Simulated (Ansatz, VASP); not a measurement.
# WS2 (Tungstenite) in two plane-wave programs

Aim: how closely do two programs agree when they are given the same cell, functional and k mesh?

Calculated with Ansatz 0.2.0; plane waves, with VASP 6.6.1 beside it; relaxation of cell and atoms at PBEsol.

## Step 1: The structure

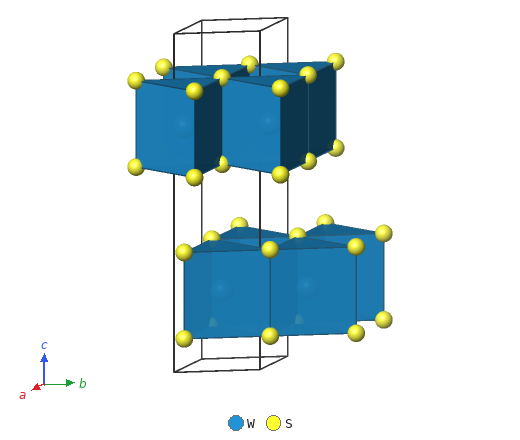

The cell as given, slightly off an axis (tungsten blue, sulfur yellow). 2×2×1 cells are drawn. Some periodic images of atoms are drawn too.

## Step 2: Ansatz: relaxation of cell and atoms, PBEsol

Ansatz runs on its default PAW (the set named soft_2) files.

The relaxed volume is the usual yardstick between codes: its relative difference is about their pressure difference at one cell divided by the bulk modulus.

Input file input.yaml:

```yaml
crystal:
  lattice:
    - [3.1532, 0.0, 0.0]
    - [-1.5766, 2.7307513032, 0.0]
    - [0.0, 0.0, 12.323]
  atoms:
    - { symbol: W, position: [0.3333333333, 0.6666666667, 0.25] }
    - { symbol: W, position: [0.6666666667, 0.3333333333, 0.75] }
    - { symbol: S, position: [0.3333333333, 0.6666666667, 0.6225] }
    - { symbol: S, position: [0.6666666667, 0.3333333333, 0.1225] }
    - { symbol: S, position: [0.3333333333, 0.6666666667, 0.8775] }
    - { symbol: S, position: [0.6666666667, 0.3333333333, 0.3775] }
hamiltonian:
  xc: pbesol
  pseudopotentials: { kind: paw }
kpoints:
  mp_grid: { grid: [10, 10, 3] }
scf:
  occupations: { method: fermi_dirac, width: 0.05 }
relax:
  f_tol: 0.01
  max_steps: 60
  cell: { stress_tol: 0.05 }
output:
  forces: true
  stress: true
```

Run with:

```
$ ansatz run input.yaml --threads 4 --pin off --max-ram 9216MiB --backend cpu --events-out ev --progress --plain --runs-dir out
```

Numbers of over 12 decimals in the logs are rounded to 6 here.

The program printed:

```text
Engine: ansatz 0.2.0, aarch64-unknown-linux-gnu
Pseudopotentials: kind: paw
Pseudopotential: W, paw, valence charge 14, recommended cutoff 420 eV (normal), W.paw.azcp
Pseudopotential: S, paw, valence charge 6, recommended cutoff 420 eV (normal), S.paw.azcp
Functional definition: PBEsol
  exchange = pbesol_x
  correlation = pbesol_c
Crystal: 6 atoms, lattice volume = 106.108 Å³
Basis set: ecut = 420 eV, 2057 PW (Γ), exchange–correlation on 48×48×180 points (8 copies of the dense FFT grid, shifted against one another)
Bands: 32, of which v1, the nominal top of the filled ones, is band 26 counted from 1 (25 counted from 0)
Symmetry: 24 space group operations
Space group: P63/mmc (ITA 194), of the structure as read, at distance tolerance 4.7e-5 Å
k-points: 28 of 300
Non-local potential: W, projectors of the file, l = 0: 3, l = 1: 2, l = 2: 2, l = 3: 1
Non-local potential: S, projectors of the file, l = 0: 2, l = 1: 2, l = 2: 2
PAW form: soft (Blöchl's): semilocal exchange-correlation on the pseudo side does not see the compensation charge
PAW frozen core: W, regenerated for the run's functional, and the local potential with it (the file was generated under x = pbe(κ = 0.804, μ = 0.219515), c = pbe(β = 0.066725))
PAW frozen core: S, regenerated for the run's functional, and the local potential with it (the file was generated under x = pbe(κ = 0.804, μ = 0.219515), c = pbe(β = 0.066725))
PAW one-centre angular grid: W, 590 points (default); XC on 64 Gauss nodes
PAW one-centre angular grid: S, 110 points (default); XC on 64 Gauss nodes
Initial density: superposition of atomic densities (neutral atoms: chi_scale 0, normalization atom), corrected by the library's trained network
Initial wavefunctions: pseudopotential atomic-orbital guess
Functional: x = pbesol(κ = 0.804, μ = 0.123457), c = pbesol(β = 0.046)
SCF iter   1: F=—  HF=-24058.161273 eV  |F-HF|=—  |Δ(HF+E_count)|=         —  Δρ=8.29e-3  dr2=1.15e-1  ethr=1.77e-3  ⟨swp⟩=6.2  Hψ=4160  notcnv=0
preconditioner: auto → Resta (q_TF=auto, 2.423 Å⁻¹)  ε∞=7.6  [insulator: Δε(μ)=0.987 eV  Ē_g=8.392 eV  σ=0.050 eV  W_gap=1.00  n_scr=26 (ndim 8)  ℏωp=21.6 eV  f_vac=0.016  D(μ)=0.00/eV (n_scr^D=0)  ε∞_Penn≈7.6]
SCF iter   2: F=—  HF=-24058.147517 eV  |F-HF|=—  |Δ(HF+E_count)|=   1.38e-2  Δρ=3.18e-3  dr2=5.90e-3  ethr=2.21e-4  ⟨swp⟩=2.5  Hψ=1426  notcnv=0  defer=18
SCF iter   3: F=—  HF=-24058.148845 eV  |F-HF|=—  |Δ(HF+E_count)|=   1.33e-3  Δρ=1.79e-3  dr2=1.87e-3  ethr=1.14e-5  ⟨swp⟩=2.4  Hψ=1195  notcnv=0  defer=18
SCF iter   4: F=—  HF=-24058.149554 eV  |F-HF|=—  |Δ(HF+E_count)|=   7.09e-4  Δρ=2.49e-4  dr2=9.05e-5  ethr=3.60e-6  ⟨swp⟩=2.1  Hψ=1285  notcnv=0  defer=18
SCF iter   5: F=—  HF=-24058.149624 eV  |F-HF|=—  |Δ(HF+E_count)|=   7.07e-5  Δρ=4.73e-5  dr2=4.52e-6  ethr=1.74e-7  ⟨swp⟩=2.1  Hψ=1304  notcnv=0  defer=18
SCF iter   6: F=—  HF=-24058.149627 eV  |F-HF|=—  |Δ(HF+E_count)|=   2.42e-6  Δρ=1.23e-5  dr2=2.81e-7  ethr=8.69e-9  ⟨swp⟩=2.0  Hψ=1351  notcnv=0  defer=18
SCF iter   7: F=-24058.149627 eV  HF=-24058.149627 eV  |F-HF|=6.62e-9  |Δ(HF+E_count)|=   2.41e-7  Δρ=2.43e-6  dr2=7.14e-9  ethr=1.92e-10  ⟨swp⟩=5.0  Hψ=3283  notcnv=0
SCF 1 converged in 7 iterations: F = -24058.149627 eV  dr2 = 7.14e-9
  greatest PAW one-centre occupation: 1.000 electrons in one spin orbital (limit 2), on the W atom at site 1 (counted from 0), in its partial waves of l = 0
relax step   1: F+E_penalty+E_count = -24058.14962696 eV  Δ(F+E_penalty+E_count) = +0.000e0 eV  max|allowed force component| = 1.562e-1 eV/Å  Δτ_max = 0.0000 Å  P = -0.883 GPa  Ω = 106.108 Å³  (7 SCF iters, dr2 threshold 1.00e-7 eV, accepted)
[...]
relax step   2: F+E_penalty+E_count = -24058.15852818 eV  Δ(F+E_penalty+E_count) = -8.901e-3 eV  max|allowed force component| = 1.032e-1 eV/Å  Δτ_max = 0.0472 Å  P = +0.660 GPa  Ω = 108.244 Å³  energy of the carried Pulay correction = -3.384e-4 eV  (6 SCF iters, dr2 threshold 6.00e-7 eV, accepted)
[...]
relax step   3: F+E_penalty+E_count = -24058.15953802 eV  Δ(F+E_penalty+E_count) = -1.010e-3 eV  max|allowed force component| = 1.319e-2 eV/Å  Δτ_max = 0.0026 Å  P = +0.098 GPa  Ω = 108.405 Å³  energy of the carried Pulay correction = -3.636e-4 eV  (4 SCF iters, dr2 threshold 6.00e-7 eV, accepted)
[...]
relax step   4: F+E_penalty+E_count = -24058.15961679 eV  Δ(F+E_penalty+E_count) = -7.877e-5 eV  max|allowed force component| = 2.689e-3 eV/Å  Δτ_max = 0.0038 Å  P = -0.077 GPa  Ω = 108.796 Å³  energy of the carried Pulay correction = -4.248e-4 eV  (5 SCF iters, dr2 threshold 8.32e-8 eV, accepted)
[...]
relax step   5: F+E_penalty+E_count = -24058.15964348 eV  Δ(F+E_penalty+E_count) = -2.669e-5 eV  max|allowed force component| = 1.216e-4 eV/Å  Δτ_max = 0.0009 Å  P = +0.006 GPa  Ω = 108.798 Å³  energy of the carried Pulay correction = -4.251e-4 eV  (4 SCF iters, dr2 threshold 2.94e-8 eV, accepted)
[...]
relax step   6: F+E_penalty+E_count = -24058.16012579 eV  Δ(F+E_penalty+E_count) = -4.823e-4 eV  max|allowed force component| = 1.194e-5 eV/Å  Δτ_max = 0.0000 Å  P = +0.008 GPa  Ω = 108.798 Å³  stress off target by 8.86e-3 GPa  SCF on the basis re-selected at this cell (its energy is not comparable with the rows above)  (6 SCF iters)
basis re-selected at this cell: Δ(F+E_penalty+E_count) = -4.823e-4 eV, ΔP = +0.002 GPa vs the last step (what re-selecting the basis moved, of the pressure what is left beyond the Pulay correction that the steps carried, after the strain that the cell walked since its last selection, with what the two solves' SCF thresholds leave and, on support functions, any second-order correction that the steps lacked; it is no m [...]
SCF converged after 6 iterations
Free energy (F): -24058.160126 eV
Harris-Foulkes:  -24058.160126 eV  (|F-HF|=1.46e-11)
Internal energy: -24058.160126 eV  (E = F + TS)
E sigma→0 (E₀):  -24058.160126 eV
Entropy (-TS):   -0.000000 eV (-0.000 meV/atom)
Fermi energy:    11.662376 eV
--- Per-component energies (eV) ---
  E_band       = -397.180063
  E_kinetic    = 1333.964999
  E_local      = -3771.088336  (includes V_loc(G=0)·N_el)
  E_nonlocal   = 120.661647
  E_hartree    = 1512.156030
  E_xc         = -917.562130
  E_vxc        = -830.186396  (∫ρ·V_xc dr)
  E_paw        = -19209.060722  (= ΣΔE_a)
  E_vpaw       = -274.843972  (= ΣTr[D̂ρ^β])
  E_aug_tail   = -0.000133  (compensation charges beyond the density's cutoff)
  E_ewald      = -3127.922862
  E_core_change = 0.691382  (= ΣΔE_core)
  E_smearing   = -0.000000  (= −TS)
  E_closure    = 0.000000  (closes the sum)
  Σ components = -24058.160126   (vs F -24058.160126, Δ=0.00e0)
--- Forces (eV/Å), atoms counted from 1 ---
  atom   1  W      0.00000000     0.00000000    -0.00000000
  atom   2  W      0.00000000    -0.00000000     0.00000000
  atom   3  S      0.00000000    -0.00000000    -0.00001194
  atom   4  S     -0.00000000     0.00000000    -0.00001194
  atom   5  S      0.00000000     0.00000000     0.00001194
  atom   6  S     -0.00000000     0.00000000     0.00001194
  max |Σ_I F_I| component: 5.78e-18 eV/Å
--- Stress (GPa, compression-positive) ---
        0.008857      -0.000000       0.000000
       -0.000000       0.008857       0.000000
        0.000000       0.000000       0.006763
  P = ⅓ Tr σ = 0.0082 GPa (0.082 kbar)
--- Relaxed structure (5 steps of the walk, 5 accepted, 1 SCFs on fresh bases) ---
  F+E_penalty+E_count = -24058.16012579 eV   max|allowed force component| = 1.194e-5 eV/Å   (the final SCF, on the basis selected at the relaxed cell)
  cell:  # Å, volume = 108.7980 Å³
    - [3.146079, 0, -1.6182557955240373e-18]
    - [-1.573039, 2.724584, 8.091278977620169e-19]
    - [-6.324294738136025e-18, 0, 12.692615]
  atoms:
    - { symbol: W, position: [0.333333, 0.666667, 0.250000] }
    - { symbol: W, position: [0.666667, 0.333333, 0.75] }
    - { symbol: S, position: [0.333333, 0.666667, 0.626498] }
    - { symbol: S, position: [0.666667, 0.333333, 0.126498] }
    - { symbol: S, position: [0.333333, 0.666667, 0.873502] }
    - { symbol: S, position: [0.666667, 0.333333, 0.373502] }
```

It took 8.7 s on 4 threads of Arm Neoverse V1, shared host; peak memory 0.5 GiB; 32 s of CPU time.

## Step 3: VASP: relaxation of cell and atoms, PBEsol

The same cell, functional, mesh and smearing now go to VASP, with its own data sets and cutoff.

Lines of VASP's logs that name or quote its potential files are left out, and so is its time.

Input file INCAR:

```
SYSTEM = WS2
PREC = Accurate
ENCUT = 520
EDIFF = 1E-06
NELM = 100
ISMEAR = -1
SIGMA = 0.05
LREAL = .FALSE.
ALGO = Normal
GGA = PS
NBANDS = 24
LASPH = .TRUE.
LORBIT = 11
LWAVE = .FALSE.
LCHARG = .FALSE.
KPAR = 4
IBRION = 2
NSW = 60
ISIF = 3
EDIFFG = -0.01
```

Input file POSCAR:

```
WS2
1.0
    3.1532000000      0.0000000000      0.0000000000
   -1.5766000000      2.7307513032      0.0000000000
    0.0000000000      0.0000000000     12.3230000000
W S
2 4
Direct
    0.3333333333      0.6666666667      0.2500000000
    0.6666666667      0.3333333333      0.7500000000
    0.3333333333      0.6666666667      0.6225000000
    0.6666666667      0.3333333333      0.1225000000
    0.3333333333      0.6666666667      0.8775000000
    0.6666666667      0.3333333333      0.3775000000
```

Input file KPOINTS:

```
Automatic mesh
0
Gamma
10 10 3
0 0 0
```

Potentials, in the order of the species: W and S (PBE family, release 64).

Run with:

```
$ mpirun -np 4 vasp_std
```

The program printed:

```text
[banner, memory and clock lines left out]
running    4 mpi-ranks, on    1 nodes
 distrk:  each k-point on    1 cores,    4 groups
 distr:  one band on    1 cores,    1 groups

 POSCAR found type information on POSCAR W S
 POSCAR found :  2 types and       6 ions
|                                                                             |
|               ----> ADVICE to this user running VASP <----                  |
|                                                                             |
|     You enforced a specific xc type in the INCAR file but a different       |
|     [... a line on the potential file left out ...]
|     I HOPE YOU KNOW WHAT YOU ARE DOING!                                     |
|                                                                             |

 LDA part: xc-table for (Slater+PW92), standard interpolation
 POSCAR, INCAR and KPOINTS ok, starting setup
 FFT: planning ... GRIDC
 FFT: planning ... GRID_SOFT
 FFT: planning ... GRID
 WAVECAR not read
 entering main loop
       N       E                     dE             d eps       ncg     rms          rms(c)
DAV:   1     0.183792913635E+03    0.18379E+03   -0.16239E+04  1344   0.133E+03
DAV:   2    -0.386532895246E+02   -0.22245E+03   -0.21508E+03  1856   0.286E+02
DAV:   3    -0.530550722321E+02   -0.14402E+02   -0.14314E+02  1816   0.700E+01
DAV:   4    -0.533342858833E+02   -0.27921E+00   -0.27864E+00  1824   0.110E+01
DAV:   5    -0.533405945440E+02   -0.63087E-02   -0.63060E-02  1848   0.148E+00    0.408E+01
DAV:   6    -0.510911280433E+02    0.22495E+01   -0.97934E+00  2000   0.156E+01    0.183E+01
DAV:   7    -0.507997292950E+02    0.29140E+00   -0.33836E+00  1800   0.104E+01    0.893E+00
DAV:   8    -0.506649835840E+02    0.13475E+00   -0.47130E-01  1880   0.442E+00    0.136E+00
DAV:   9    -0.506598169073E+02    0.51667E-02   -0.67343E-02  1840   0.142E+00    0.577E-01
DAV:  10    -0.506581272122E+02    0.16897E-02   -0.14540E-02  1920   0.693E-01    0.347E-01
DAV:  11    -0.506580497237E+02    0.77488E-04   -0.17881E-03  1888   0.249E-01    0.125E-01
DAV:  12    -0.506580238734E+02    0.25850E-04   -0.37675E-04  1872   0.125E-01    0.576E-02
DAV:  13    -0.506580260225E+02   -0.21492E-05   -0.28718E-05  1864   0.296E-02    0.118E-02
DAV:  14    -0.506580255706E+02    0.45187E-06   -0.28901E-06  1520   0.931E-03
   1 F= -.50658026E+02 E0= -.50658025E+02  d E =-.506580E+02
[... from here on, the cycles between the ionic steps are left out ...]
   2 F= -.50643176E+02 E0= -.50643176E+02  d E =0.148496E-01
   3 F= -.50662054E+02 E0= -.50662054E+02  d E =-.402878E-02
   4 F= -.50663293E+02 E0= -.50663293E+02  d E =-.123870E-02
   5 F= -.50663504E+02 E0= -.50663503E+02  d E =-.144922E-02
   6 F= -.50664577E+02 E0= -.50664577E+02  d E =-.107362E-02
   7 F= -.50667080E+02 E0= -.50667080E+02  d E =-.357667E-02
   8 F= -.50669316E+02 E0= -.50669316E+02  d E =-.581264E-02
 curvature:  -6.26 expect dE=-0.203E-03 dE for cont linesearch -0.479E-04
 ZBRENT: extrapolating
 opt :   8.0728  next Energy=   -50.669382 (dE=-0.588E-02)
 bond charge predicted
       N       E                     dE             d eps       ncg     rms          rms(c)
DAV:   1    -0.506701671431E+02   -0.85035E-03   -0.15073E-01  1360   0.179E+00    0.418E-01
DAV:   2    -0.506696718970E+02    0.49525E-03   -0.81356E-03  1400   0.624E-01    0.205E-01
DAV:   3    -0.506695094246E+02    0.16247E-03   -0.27607E-04  1704   0.100E-01    0.130E-01
DAV:   4    -0.506693857320E+02    0.12369E-03   -0.49000E-04  1400   0.949E-02    0.375E-02
DAV:   5    -0.506693837529E+02    0.19791E-05   -0.23804E-05  1752   0.304E-02    0.294E-02
DAV:   6    -0.506693832083E+02    0.54460E-06   -0.94173E-07   960   0.626E-03
   9 F= -.50669383E+02 E0= -.50669383E+02  d E =-.587964E-02
 curvature:  -8.56 expect dE=-0.280E-04 dE for cont linesearch -0.139E-04
 trial: gam=-0.03172 g(F)=  0.631E-06 g(S)=  0.264E-05 ort = 0.706E-04 (trialstep = 0.219E+01)
 search vector abs. value=  0.188E-05
 reached required accuracy - stopping structural energy minimisation
```

(Part 1 of 2 ends here.)

[Lines on the potential files, build, host, timing and source positions are cut from VASP's logs without a mark.]

[Logs are printed without paths, hosts, clocks, repeated set-up lines and the standing remarks that a program may print on its own settings, such as how far it seeks lower states.]

[Hosts, paths, dates, database ids (printed as entryN), source tags and the programs' standing remarks are cut or masked in the printed files.]
